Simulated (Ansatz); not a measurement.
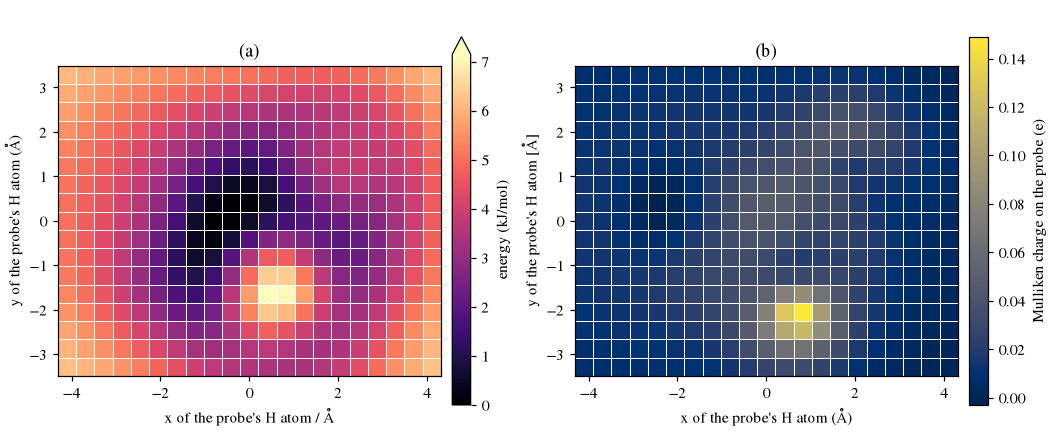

CH₅NaSi (SMILES C[SiH2][Na]) with the probe H2. 
- The probe is moved over a plane parallel to the molecule's main plane, 2.88 Å above it.
- Coordinates scanned: (1) x of the probe's H atom; (2) y of the probe's H atom.
- Nothing is relaxed (molecule and probe rigid, the probe upright with H nearest the plane).
- The grid has 21 × 17 points.
- Points are written as (first, second).
- All energies are given in kJ/mol relative to the lowest grid point.
- These are results of Ansatz, RKS PBE-D4/def2-SVPD, not measurements.

Panel (a) is the energy; panel (b) is the computed Mulliken charge on the probe, in e.

In the figure: one coloured cell a grid point, one colour for all values above the top of the scale.

How does the Mulliken charge on the probe vary over the map, and what is it at the lowest grid point?

Answer. Leaving out the highest fifth of the energies, it runs from 0.00 e at (−2.46 Å, 0.41 Å) to 0.12 e at (0.82 Å, −2.46 Å). At the lowest grid point, (−0.41 Å, 0.41 Å), it is 0.04 e.

| y of the probe's H atom ↓, x of the probe's H atom → | −3.69 | −2.87 | −2.05 | −1.23 | −0.41 | 0.41 | 1.23 | 2.05 | 2.87 | 3.69 |
| --- | --- | --- | --- | --- | --- | --- | --- | --- | --- | --- |
| 2.87 | 0.01 | 0.01 | 0.01 | 0.01 | 0.01 | 0.01 | 0.02 | 0.02 | 0.01 | 0.01 |
| 2.05 | 0.01 | 0.01 | 0.01 | 0.01 | 0.02 | 0.03 | 0.04 | 0.04 | 0.03 | 0.01 |
| 1.23 | 0.01 | 0.01 | 0.01 | 0.02 | 0.03 | 0.04 | 0.04 | 0.02 | 0.02 | 0.01 |
| 0.41 | 0.01 | 0.00 | 0.00 | 0.02 | 0.04 | 0.05 | 0.04 | 0.02 | 0.01 | 0.01 |
| −0.41 | 0.01 | 0.01 | 0.01 | 0.03 | 0.04 | 0.03 | 0.03 | 0.02 | 0.01 | 0.01 |
| −1.23 | 0.01 | 0.01 | 0.02 | 0.03 | 0.03 | 0.03 | 0.03 | 0.02 | 0.01 | 0.00 |
| −2.05 | 0.01 | 0.01 | 0.02 | 0.03 | 0.05 | 0.13 | 0.10 | 0.03 | 0.01 | 0.00 |
| −2.87 | 0.01 | 0.01 | 0.01 | 0.02 | 0.03 | 0.06 | 0.05 | 0.02 | 0.01 | 0.00 |

The table holds every second grid line.
